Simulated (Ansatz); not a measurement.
# Cl₄H₂W: what the fields show

```yaml
atoms:
  - { symbol: W, position_ang: [-0.1679, 0.0000, -0.1679] }
  - { symbol: H, position_ang: [0.1933, 0.0208, 1.5047] }
  - { symbol: H, position_ang: [1.5047, -0.0208, 0.1933] }
  - { symbol: Cl, position_ang: [0.0705, 2.2594, 0.1001] }
  - { symbol: Cl, position_ang: [-2.2828, 0.0149, 0.8118] }
  - { symbol: Cl, position_ang: [0.1001, -2.2594, 0.0705] }
  - { symbol: Cl, position_ang: [0.8118, -0.0149, -2.2828] }
```

Core potentials replace the inner electrons of W; not at a stationary point (largest force 0.5 eV/Å).

Theory: RKS PBE-D4/def2-SVP in Ansatz 0.2.0.

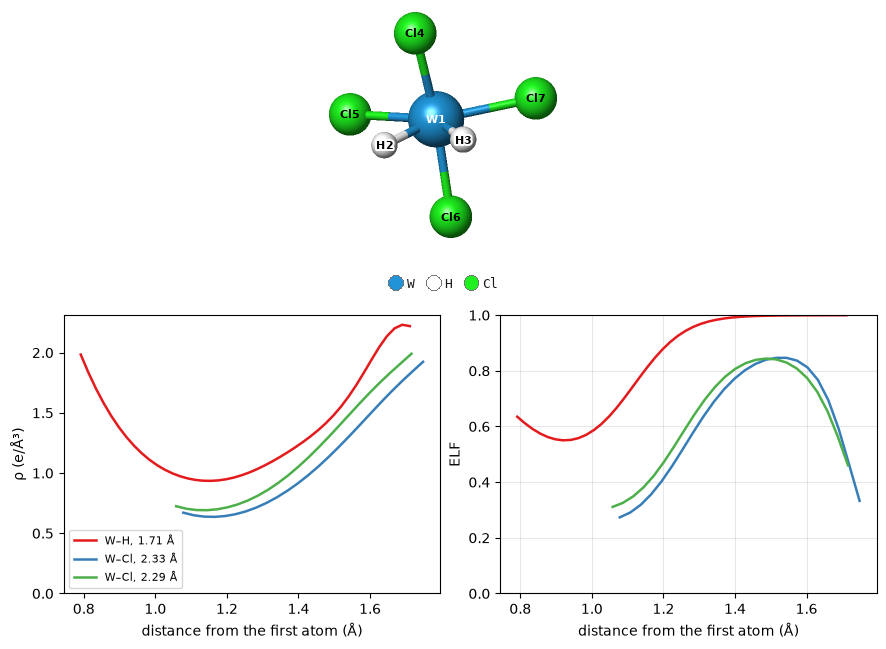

Figure 1. Electron density and ELF along straight lines between neighbouring atoms. The curves leave out the atomic cores. The structure is drawn too.

What can be read from the curves?

Answer. W–H (1.71 Å): the density is about 1.6 e/Å³ at the midpoint; the ELF climbs to about 1 towards the hydrogen.
W–Cl (2.33 Å): ρ at the midpoint is about 0.64 e/Å³; the ELF peaks at about 0.85 in the valence shell of Cl, 0.8 Å from its nucleus, and is about 0.35 at the midpoint.
W–Cl (2.29 Å): ρ is about 0.69 e/Å³ halfway; the ELF peaks at about 0.85 in the valence shell of Cl, 0.8 Å from its nucleus, and is about 0.40 at the midpoint.

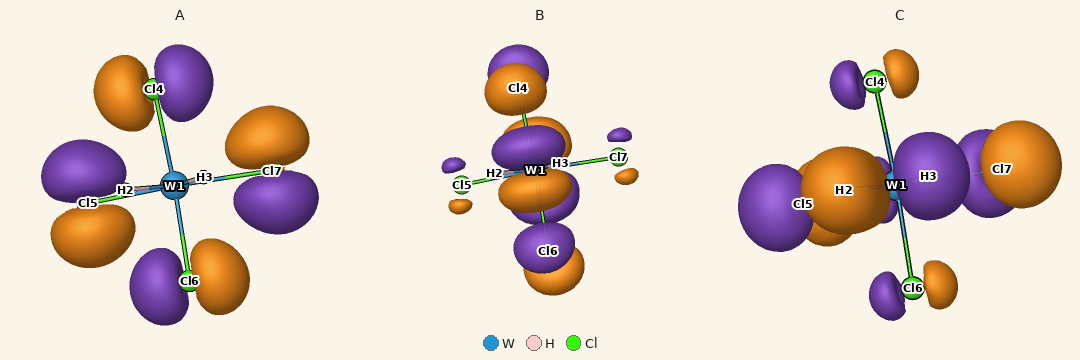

Figure 2. Three frontier orbitals at ±0.1 Å⁻³ᐟ² (orange and purple are the two phases), in no order.

Order the three orbitals by energy and name them.

Answer. A is the HOMO−1 (−7.89 eV). It lies mainly on Cl5 (about 30 %), Cl7 (about 30 %), Cl4 (about 20 %) and Cl6 (about 20 %); largely a combination of lone pairs on Cl5, Cl7, Cl4 and Cl6. C is the HOMO (−7.00 eV). It lies mainly on Cl5 (about 25 %), Cl7 (about 25 %), W1 (about 20 %), H2 (about 10 %) and H3 (about 10 %). B is the LUMO (−5.21 eV). By Hirshfeld shares it lies mainly on W1 (about 60 %), Cl4 (about 15 %) and Cl6 (about 15 %).

What is the HOMO–LUMO gap?

Answer. 1.79 eV between the orbital energies.
